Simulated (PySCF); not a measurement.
C4H6O, SMILES `C=C1COC1`.

Level of theory: M06-2X/def2-SVPD (PySCF), at a geometry from GFN2-xTB. No frequency check shows the geometry to be a minimum.

Input

```python
import numpy as np
from pyscf import gto, scf, dft, tdscf
from pyscf.scf import atom_ks, atom_hf
from scipy.linalg import block_diag

def solve(mol, dm0=None, hcore=None):
    mf = (dft.UKS if mol.spin else dft.RKS)(mol, xc='m062x')
    mf.grids.level = 3
    mf = mf.density_fit(auxbasis='def2-universal-jkfit')
    mf.conv_tol, mf.max_cycle = 1e-8, 80
    if hcore is not None:
        mf.get_hcore = lambda *args: hcore
    mf.kernel(dm0)
    if not mf.converged:
        mf = mf.newton().run(mf.mo_coeff, mf.mo_occ, max_cycle=30)
    assert mf.converged, 'SCF not converged'
    return mf

mol = gto.M(atom='''
C     -1.91051    -0.00011     0.00087
C     -0.59599     0.00058    -0.00080
C      0.49202    -1.03344    -0.00041
O      1.48442    -0.00032     0.00064
C      0.49165     1.03367    -0.00037
H     -2.47189     0.91813     0.00015
H     -2.47156    -0.91896     0.00056
H      0.55178    -1.66289     0.89309
H      0.54926    -1.66350    -0.89395
H      0.55326     1.66247     0.89315
H      0.55074     1.66315    -0.89389
''', basis='def2-svpd', charge=0, spin=0, verbose=4)
mf = solve(mol)
td = mf.TDA()
td.nstates, td.singlet, td.conv_tol = 5, True, 1e-5
td.kernel()
td.analyze()
x, y = np.array([p[0] for p in td.xy]), np.array([p[1] + 0 * p[0] for p in td.xy])
f, mu = td.oscillator_strength(), td.transition_dipole()
nto = [td.get_nto(state=i + 1, verbose=4) for i in range(len(td.e))]
# spherically averaged free atoms, for the promolecule
atm = atom_ks.get_atm_nrks(mol, xc='m062x')
pro = block_diag(*[(atm[a[0]][2] * atm[a[0]][3]) @ atm[a[0]][2].T for a in mol._atom])
np.savez('result.npz', e=td.e, f=f, ok=td.converged, w=[n[0] for n in nto], nto=[n[1] for n in nto], x=x, y=y, c=mf.mo_coeff, occ=mf.mo_occ, eps=mf.mo_energy, pro=pro, mu=mu)
```

Launched as:

```sh
OMP_NUM_THREADS=1 python input.py
```

The run took 21 min on 1 thread of Arm Neoverse V1 (shared host), peak memory 0.95 GiB.

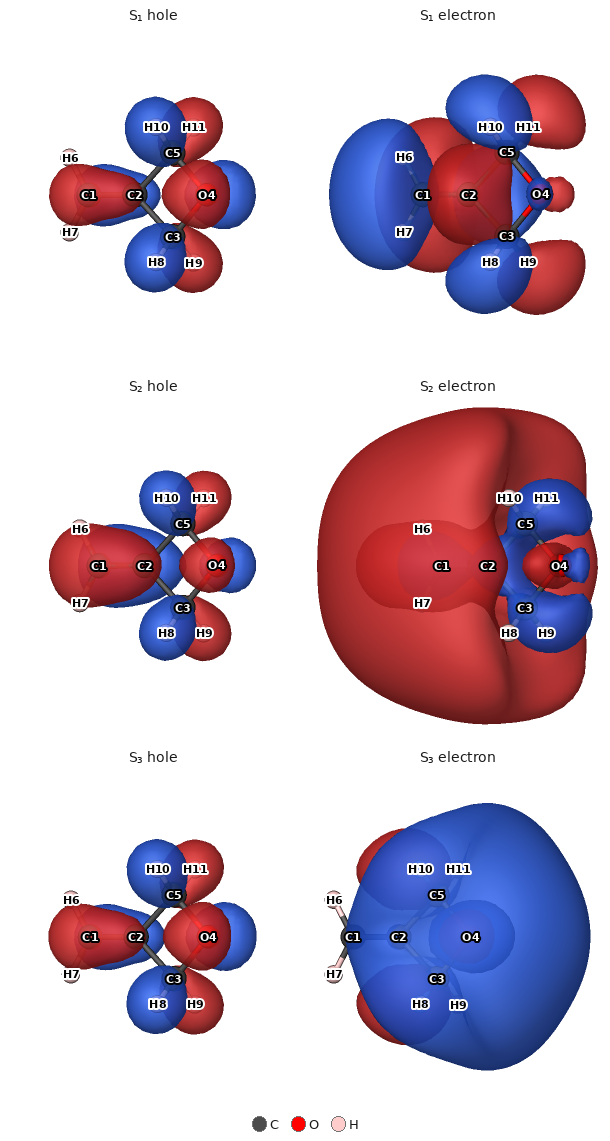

Leading natural transition orbitals (TDA singlet states).

Describe these excited states.

Answer. By state:
- S₁: 6.84 eV (181 nm), f = 0.139 (bright); the leading pair carries 98 %; hole on O4 (41 %), C1 (11 %) and C3 and C5 (9 % each), electron on C1 (29 %), C2 (28 %) and C3 and C5 (6 % each); their centroids lie 1.4 Å apart; S₂ lies within 0.1 eV of it.
- S₂: 6.89 eV (180 nm), f = 0.002, diffuse (Rydberg-like) orbital; the leading pair carries 98 %; hole on C1 (30 %), C2 (20 %) and O4 (14 %), electron on H6 and H7 (15 % each), C1 (14 %) and H8, H9, H10 and H11 (7 % each) (atom shares of so diffuse an orbital are rough); their centroids lie 0.8 Å apart; S₁ lies within 0.1 eV of it.
- S₃: 7.02 eV (177 nm), f = 0.002 (very weak), partly diffuse acceptor orbital; the leading pair carries 99 %; hole on O4 (39 %), C1 (13 %) and C3 and C5 (9 % each), electron on O4 (24 %), C3 and C5 (15 % each) and H8, H9, H10 and H11 (9 % each) (atom shares of so diffuse an orbital are rough); their centroids lie 0.8 Å apart.
